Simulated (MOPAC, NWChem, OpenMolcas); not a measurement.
**SF4 (SMILES FS(F)(F)F): the dipole moment, rung by rung**

The species is SF4 (5 atoms), meant as a singlet with charge 0. SMILES: `FS(F)(F)F`. The coordinates come from a PBE0-D4/def2-TZVP relaxation.

Each level gives the dipole moment (D). The values are calculated.

**What was measured.** NIST CCCBDB gives the dipole moment of the gas as 0.63 D.

```json
{"level": "PM6", "kind": "semi-empirical", "program": "MOPAC", "value (D)": "1.88", "computed − measured": "+1.25"}
{"level": "HF/6-311+G**", "kind": "Hartree–Fock", "program": "OpenMolcas", "value (D)": "1.13", "computed − measured": "+0.50"}
{"level": "SVWN5/6-311+G**", "kind": "LDA", "program": "OpenMolcas", "value (D)": "0.84", "computed − measured": "+0.21"}
{"level": "PBE/6-311+G**", "kind": "GGA", "program": "OpenMolcas", "value (D)": "0.79", "computed − measured": "+0.16"}
{"level": "r2SCAN/6-311+G**", "kind": "meta-GGA", "program": "OpenMolcas", "value (D)": "0.81", "computed − measured": "+0.18"}
{"level": "PBE0/6-311+G**", "kind": "global hybrid", "program": "NWChem", "value (D)": "0.90", "computed − measured": "+0.27"}
{"level": "CAM-B3LYP/6-311+G**", "kind": "range-separated hybrid", "program": "NWChem", "value (D)": "0.98", "computed − measured": "+0.35"}
```

Nearest: PBE/6-311+G** (+0.16 D); farthest: PM6 (+1.25 D). The measured dipole is a vibrational average, so differences of a few hundredths of a debye mean little. Computed less measured by kind, in D (of the ab initio rows, those in 6-311+G**): semi-empirical +1.25; Hartree–Fock +0.50; LDA +0.21; GGA +0.16; meta-GGA +0.18; global hybrid +0.27; range-separated hybrid +0.35. Magnitudes only.

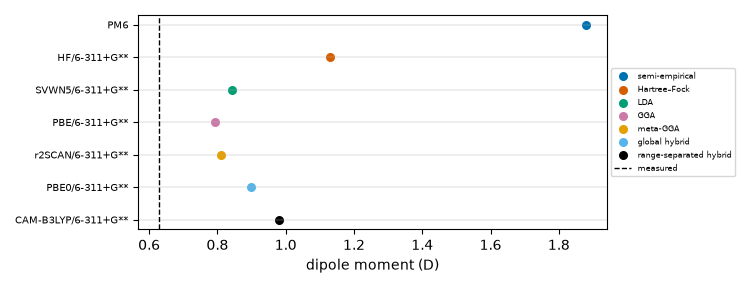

The values of the table, level by level.
